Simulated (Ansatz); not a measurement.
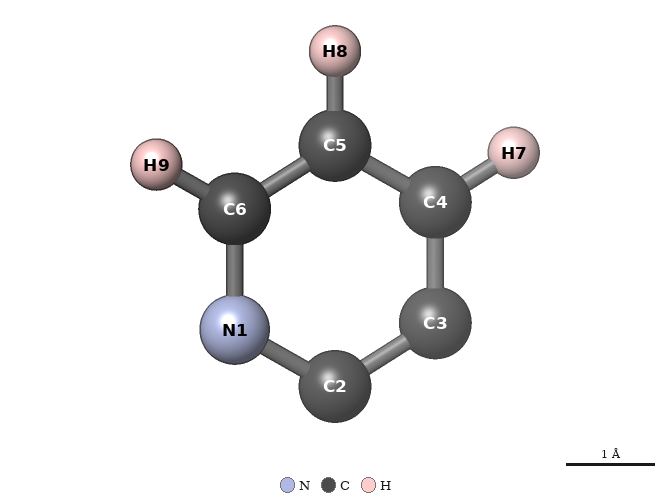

Source: calculation with Ansatz.

Orthographic view. Depth is shown by fading: the farther an atom, the more it takes the colour of the background. Charge 0, triplet. Geometry: a fixed input geometry, not necessarily a minimum.

List the bonded neighbours of every atom.

N1: C2, C6
C2: N1, C3
C3: C2, C4
C4: C3, C5, H7
C5: C4, C6, H8
C6: N1, C5, H9
H7: C4
H8: C5
H9: C6

The spin state was imposed, and no run here compares it with a lower spin, which may lie lower.
